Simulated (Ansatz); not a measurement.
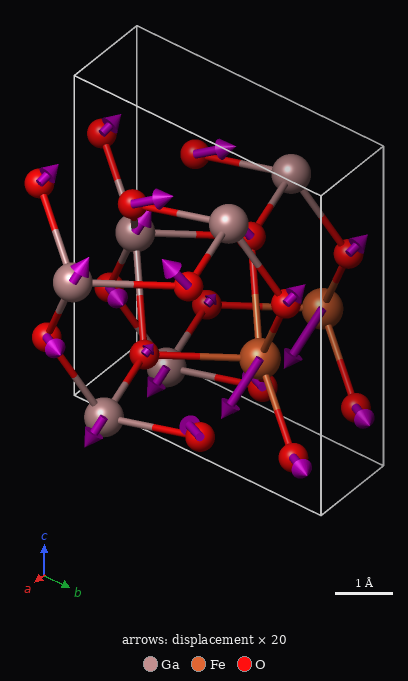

A relaxation of solid Ga3FeO6 (a generated structure, set up in P1) (coarse preliminary run). The starting structure is drawn; purple arrows show the displacements (the part carried along by the change of the cell is left out), magnified 20 times.

Style: ball-and-stick. Shown: the cell of the calculation, repeated 2 × 1 × 1 with one cell outlined, slightly off an axis.

Method: Ansatz, DFT PBE, scalar-relativistic, plane waves, PAW. Set-up: plane-wave cutoff 420 eV; k-point mesh 4 × 4 × 4; occupations gaussian; smearing width 0.1 eV; collinear spin; cell and atoms relaxed; force threshold 0.04 eV/Å; at most 70 steps.

Q: Describe the change and its energy.

A: The atom that moves furthest relative to the cell is the Fe atom (0.066 Å along [−1 −2 −3]). By element the largest moves are Fe 0.066 Å, O 0.051 Å, Ga 0.033 Å. Cell: a 5.359 → 5.077 Å (−5.3 %), b 5.360 → 5.076 Å (−5.3 %), c 5.776 → 5.424 Å (−6.1 %), α 117.6° → 117.9°. Volume −16.1 %. Near-neighbour distances that change, for instance: Ga–O 2.262 → 2.083 Å, Ga–O 2.105 → 1.949 Å, Ga–O 2.262 → 2.106 Å, Fe–O 2.105 → 1.954 Å. Bond angles that change, for instance: O–Fe–O 101.5° → 105.4°, O–Fe–O 162.3° → 158.5°, O–Ga–O 76.8° → 80.5°. The space group (tolerance 0.01 Å) goes from P1 (No. 1) to R3 (No. 146). After 6 accepted moves (8 points after the start) the energy has fallen by 170 meV per atom. Largest force component: 0.37 eV/Å at the start, 0.0032 eV/Å at the end. Pressure: −22.82 GPa at the start and −0.01 GPa at the end. The SCF was repeated twice at an unchanged geometry on a basis and grid sized afresh for the cell, which shifted the energy by 4.0 meV per atom at most.
